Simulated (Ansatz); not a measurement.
H12N3OSi3 (doublet)

Input

```
crystal:
  periodic: [false, false, false]
  atoms:
    - {symbol: Si, position_ang: [0.862752, -0.211687, 0.550234]}
    - {symbol: N, position_ang: [1.305117, -0.412176, -1.212222]}
    - {symbol: Si, position_ang: [0.801656, 0.567208, -2.542198]}
    - {symbol: N, position_ang: [-0.716802, 0.496510, 0.276424]}
    - {symbol: Si, position_ang: [-1.612389, 1.520036, 1.334510]}
    - {symbol: O, position_ang: [0.860351, -0.149597, 2.256957]}
    - {symbol: H, position_ang: [0.411853, -2.530105, -0.317084]}
    - {symbol: N, position_ang: [0.356825, -2.138652, 0.618607]}
    - {symbol: H, position_ang: [2.282534, -0.666521, -1.292298]}
    - {symbol: H, position_ang: [1.067533, 2.027395, -2.393250]}
    - {symbol: H, position_ang: [1.475175, 0.111170, -3.789923]}
    - {symbol: H, position_ang: [-0.673304, 0.426723, -2.732532]}
    - {symbol: H, position_ang: [-1.060021, 0.497844, -0.675088]}
    - {symbol: H, position_ang: [-0.940330, 2.804862, 1.665157]}
    - {symbol: H, position_ang: [-2.920092, 1.814447, 0.689044]}
    - {symbol: H, position_ang: [-1.885173, 0.829586, 2.631971]}
    - {symbol: H, position_ang: [0.011620, -0.123420, 2.719687]}
    - {symbol: H, position_ang: [-0.597048, -2.217644, 0.964004]}
    - {symbol: H, position_ang: [0.969844, -2.645980, 1.248204]}
basis:
  gaussian: {orbitals: def2-TZVPP}
magnetization: {spin_polarized: true, initial_magnetization: 1}
hamiltonian: {xc: pbe0, dispersion: d4}
output: {orbitals: {seedname: orbitals}}
```

Command:

```sh
ansatz run in.yaml --threads 4 --pin off --events-out ev --progress --plain --max-ram 66560MiB --backend cuda --devices 0, --max-vram 37GiB
```

The reactant side of a reaction path; geometry: PBE0-D4/def2-TZVP; a saddle point, not a minimum.

These are results of UKS PBE0-D4/def2-TZVPP in Ansatz 0.2.0, not measurements.

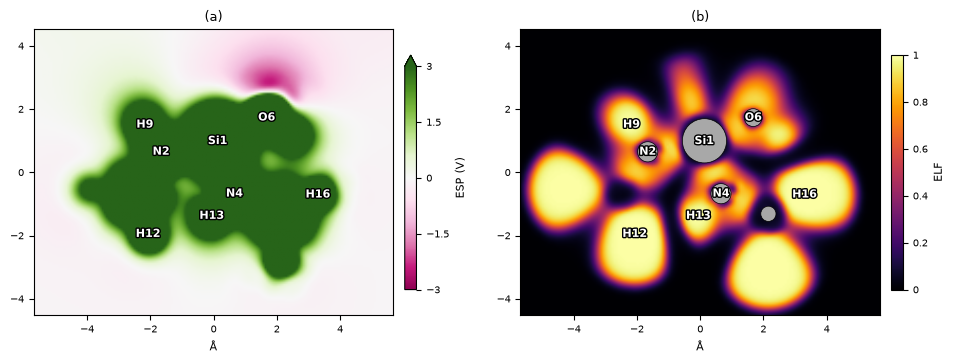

Figure 1. (a) molecular electrostatic potential; (b) electron localisation function on the plane of atoms N2, Si1 and N4. Grey discs cover the atomic cores in the ELF map.

What do the fields say about this system?

Answer.
- The section cuts through Si, N, O and H sites.
- Si–O (1.71 Å): the ELF peaks at about 0.90 between the atoms, as expected for a polar covalent bond.
- Si–N (1.75 Å): the ELF peaks at about 0.90 between the atoms, as expected for a shared but strongly polarised pair.
- Si–N (1.83 Å): the ELF peaks at about 0.90 between the atoms; a shared but strongly polarised pair.
- N–H (1.01 Å): the ELF climbs to about 1 towards the hydrogen, as it does in any bond to H; an ordinary covalent bond to hydrogen.
- The ELF also peaks beside O6, away from the bonds: non-bonding electrons, paired or unpaired.
- Outside the dense part of the molecule the potential is most negative (−2.4 V) near O6.

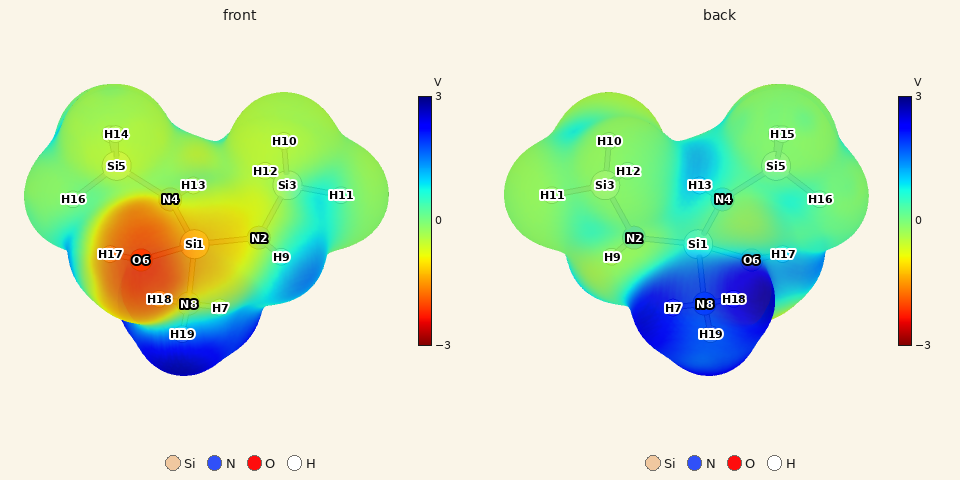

Figure 2. The molecular electrostatic potential painted on the density surface at 0.002 e/bohr³, seen from the front and from behind; the colour scale runs from red (negative) to blue (positive).

Where is the surface potential most negative and most positive?

Answer. The most negative region (about −2.0 V) lies over O6, the most positive (about +2.7 V) over H18 and H19. O6 is the likeliest acceptor of a hydrogen bond.

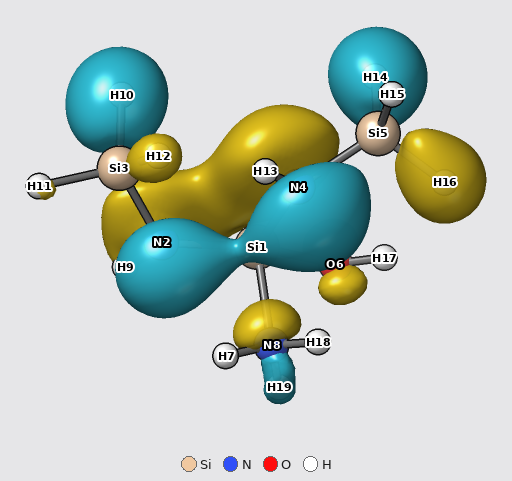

Figure 3. The HOMO−1 (β) at ±0.08 Å⁻³ᐟ² (yellow and cyan are the two phases), seen at an oblique angle.

Where does this orbital lie, and at what energy?

Answer. It lies mainly on N4 (about 30 %), N2 (about 15 %), Si5 (about 10 %), Si1 (about 10 %), Si3 (about 5 %) and H14 (about 5 %). Its energy is −7.69 eV.
